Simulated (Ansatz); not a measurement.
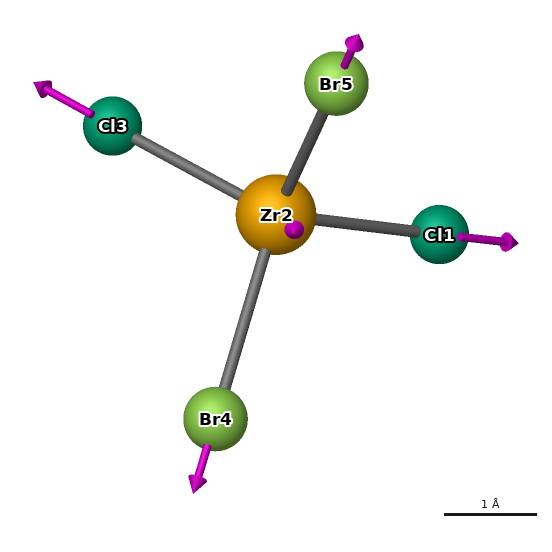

Arrows show the forces on the atoms, 10 Å of arrow for 1 eV/Å; forces under a tenth of the largest aren't drawn. The species is neutral and a spin singlet. Level of theory: ωB97M-V/def2-TZVPP (Ansatz 0.2.0).

List the force components in the frame of the picture (x right, y up, z towards the viewer), in eV/Å.

```json
{"atom": "Cl1", "Fx": "0.06", "Fy": "−0.01", "Fz": "−0.05"}
{"atom": "Zr2", "Fx": "0.00", "Fy": "−0.01", "Fz": "0.04"}
{"atom": "Cl3", "Fx": "−0.06", "Fy": "0.04", "Fz": "−0.04"}
{"atom": "Br4", "Fx": "−0.02", "Fy": "−0.05", "Fz": "0.02"}
{"atom": "Br5", "Fx": "0.02", "Fy": "0.04", "Fz": "0.04"}
```
